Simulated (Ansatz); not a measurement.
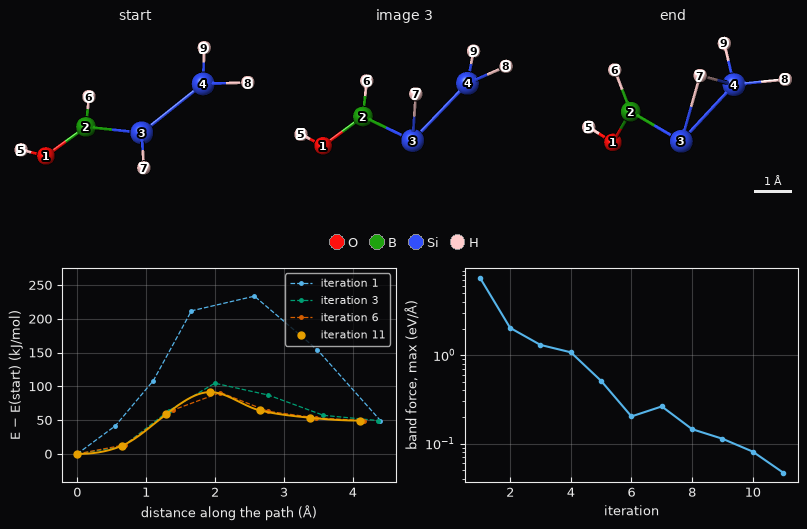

NEB run on BSi$_{2}$H$_{5}$O. Images are numbered from 0 (start) to 6 (end). The plot follows the band through its iterations. A ball-and-stick model, seen from a free direction.

Computed with Ansatz, RKS B3LYP-D4/def2-SVP. Settings: 5 movable images; climbing image; force threshold 0.05 eV/Å; iteration limit 60; starting path through a guess of the saddle point.

Q: Did the band converge, and can the barrier be trusted?

A: The run is converged, with reservations. The band converged in 11 iterations. The largest component of the band force went from 7.6 to 0.047 eV/Å. The climbing image converged on the top of the path. Its vibrational analysis gives 2 imaginary modes over 30i cm⁻¹, so it isn't confirmed as a transition state. The first iteration put the highest image at 233.5 kJ/mol. The energy climbs by 91.6 kJ/mol to image 3 and then falls by 42.2 kJ/mol, so the end point sits at +49.3 kJ/mol.
